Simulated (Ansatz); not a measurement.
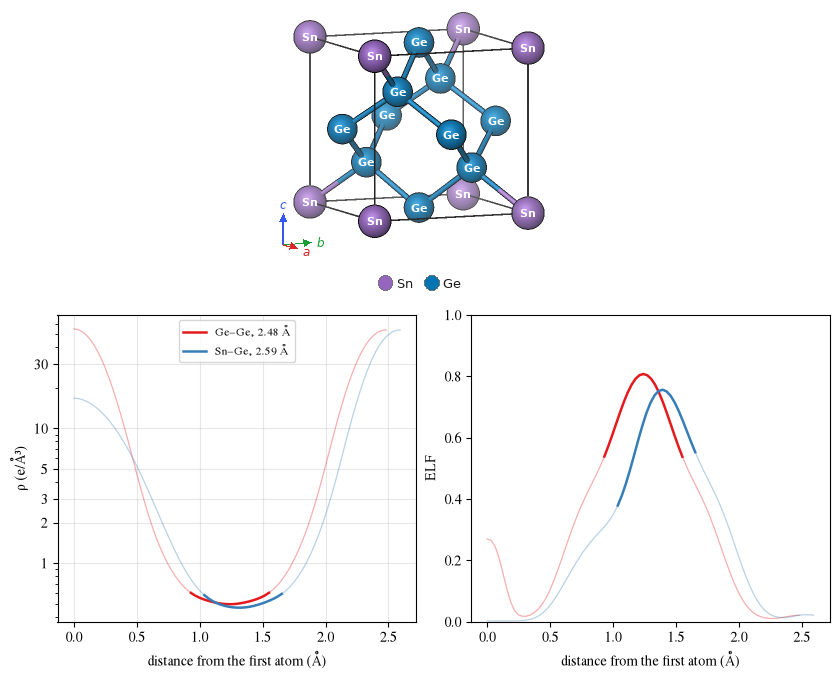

Figure. SnGe7. Valence charge density (pseudo) and ELF along straight lines between neighbouring atoms. Thin, pale parts lie inside the atomic spheres. The structure is drawn too.

Space group P-43m; a generated structure, not necessarily the stable one.

These are results of DFT HSE06, spin-orbit coupling, plane waves, PAW (Ansatz 0.2.0), not measurements.

In a PAW calculation such maps are meaningful between the atoms, not at the nuclei.

Input file:

```
crystal:
  lattice:
    - [5.7919327422, 0.0, 0.0]
    - [0.0, 5.7919327422, 0.0]
    - [0.0, 0.0, 5.7919327422]
  atoms:
    - { symbol: Sn, position: [0.0, 0.0, 0.0] }
    - { symbol: Ge, position: [0.0, 0.5, 0.5] }
    - { symbol: Ge, position: [0.5, 0.0, 0.5] }
    - { symbol: Ge, position: [0.5, 0.5, 0.0] }
    - { symbol: Ge, position: [0.2584102152, 0.2584102152, 0.2584102152] }
    - { symbol: Ge, position: [0.2584102152, 0.7415897848, 0.7415897848] }
    - { symbol: Ge, position: [0.7415897848, 0.2584102152, 0.7415897848] }
    - { symbol: Ge, position: [0.7415897848, 0.7415897848, 0.2584102152] }
scf:
  occupations: { method: gaussian, width: 0.01 }
output:
  eigenvalues: true
  eigenstates:
    kpoints: [[0, 0, 0], [0.5, 0.5, 0.5], [0.5, 0, 0]]
    top_band: c4
    e_range: [-1.5, 1.8]
  write_density: true
  write_potential: true
  elf: true
  volumetric_format: npy
hamiltonian:
  xc: hse06
magnetization:
  noncollinear: true
  spin_orbit: true
kpoints:
  mp_grid: { grid: [4, 4, 4] }
```

Command:

```sh
ansatz run input.yaml --threads 8 --pin off --max-ram 24576MiB --backend cpu --events-out ev --progress --plain --runs-dir out
```

Below, planes, directions and counts refer to the conventional cell (a = 5.79 Å, b = 5.79 Å, c = 5.79 Å, α = 90.00°, β = 90.00°, γ = 90.00°).

Q: Compare the contacts.

A: Ge–Ge (2.48 Å): ρ is about 0.49 e/Å³ halfway; the ELF peaks at about 0.80 between the atoms (a covalent bond).
Sn–Ge (2.59 Å): ρ at the midpoint is about 0.47 e/Å³; the ELF peaks at about 0.75 between the atoms, as expected for localised, covalent bonding.
